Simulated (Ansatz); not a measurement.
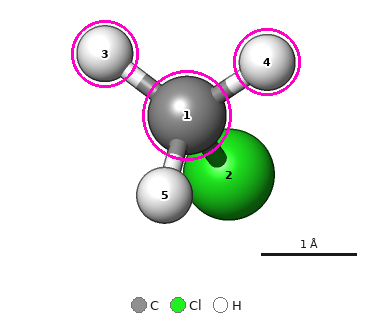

CH₃Cl: the C1–H4 distance and the H4–C1–H3 angle are varied on a grid, with the rest of the molecule carried along rigidly. The picture shows the minimum geometry. The ringed atoms are those of the scanned coordinate. The picture is a ball-and-stick view, seen onto the plane of the angle, with a slight tilt.

Single-point energies from Ansatz with PBE0-D4 in the def2-TZVPP basis, on geometries moved rigidly from the minimum at PBE0-D4/def2-TZVP. Energies are counted from the PBE0-D4/def2-TZVP minimum geometry at the same level.

```xyz
5

C    -0.1209    0.0100    0.0513
Cl    1.4694   -0.2908   -0.6725
H    -0.2848   -0.7154    0.8447
H    -0.8800   -0.0971   -0.7201
H    -0.1338    1.0197    0.4551
```

Q: Give the energy at each point on a grid with rows 0.892, 0.958, 1.056, 1.170, 1.296, 1.432, 1.577 and columns 92.3, 98.3, 104.3, 110.3, 116.3, 122.3, 128.3 (C1–H4 distance (Å); H4–C1–H3 angle (°)).

A: Rows: C1–H4 distance (Å); columns: H4–C1–H3 angle (°); values in kJ/mol.

```tsv
	92.3	98.3	104.3	110.3	116.3	122.3	128.3
0.892	121.6	106.1	96.7	93.2	95.6	104.1	118.5
0.958	62.8	47.8	38.6	35.3	37.9	46.4	60.8
1.056	27.7	13.3	4.6	1.6	4.5	13.0	27.3
1.170	34.0	20.4	12.3	9.8	12.8	21.4	35.4
1.296	71.5	58.9	51.6	49.6	52.8	61.3	75.1
1.432	127.3	115.9	109.5	108.0	111.4	119.7	133.0
1.577	192.0	182.0	176.5	175.6	179.1	187.1	199.6
```

In pairs of (C1–H4 distance (Å); H4–C1–H3 angle (°)): the lowest computed point lies at (1.056, 110.3) (1.6 kJ/mol), the highest at (1.577, 128.3) (199.6 kJ/mol).  Over the ranges scanned the energy rises more along the first axis, the C1–H4 distance.
